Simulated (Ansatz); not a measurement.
Correcting a cheap level on B-containing radicals

The atomisation energy (no zero-point term) in kJ/mol of 6 B-containing radicals: x at BHLYP-D4/def2-TZVPP, y at CCSD(T)/CBS estimate. Shapes, held fixed at every level: PBE0-D4/def2-TZVP. Flexible molecules stand in one conformer, not always the lowest. Programs: Ansatz 0.2.0.

```
            molecule  x (kJ/mol)  y (kJ/mol)
  BF2 (SMILES F[B]F)        1179        1233
  BH2O (SMILES B[O])        1340           ?
              B(SH)2        1439        1472
             BH2(NH)        1576        1579
            BH(CH3)O        2595        2634
CH5BN (SMILES B[N]C)        2788        2808
```

**Question.** Fit y = c + s·x to the known rows and predict y for BH2O.

**Answer.** 
1. Means of the 5 rows: x = 1915.40, y = 1945.2.
2. Σ(Δx)² = 2107721, Σ(Δx·Δy) = 2095173, so the slope is 2095173/2107721 = 0.99405.
3. Intercept: 1945.2 − (0.99405) × 1915.40 = 41.2. The largest residual of the fit is 29.
4. BH2O: 41.2 + 0.99405 × 1340 = 1373 kJ/mol.

CCSD(T)/CBS estimate gives 1356 kJ/mol, so the prediction is off by +17 kJ/mol, within the largest residual. Uncorrected, BHLYP-D4/def2-TZVPP misses it by -16 kJ/mol, and the other rows by 30 on average. The line doesn't help this one. Left out in turn, the other rows are missed by 22 kJ/mol on average. T1 is large for BH2O (0.040), so single-reference values are less sure there. Spin contamination: CH5BN (⟨S²⟩ up to 0.78). Open shells run unrestricted. The CBS estimate extrapolates MP2 from def2-TZVPP and def2-QZVPP and adds CCSD(T) − MP2 in the triple-zeta set, cores frozen.

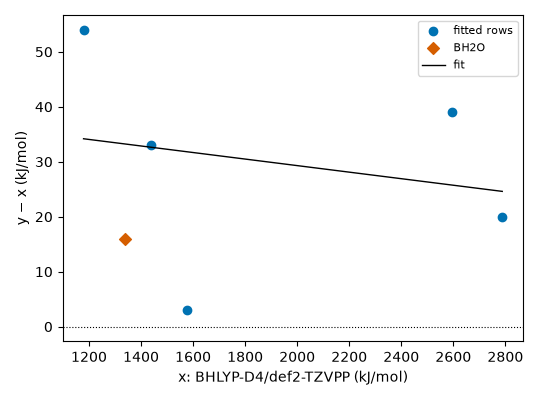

The correction y − x against x, with the fitted line and the withheld molecule.
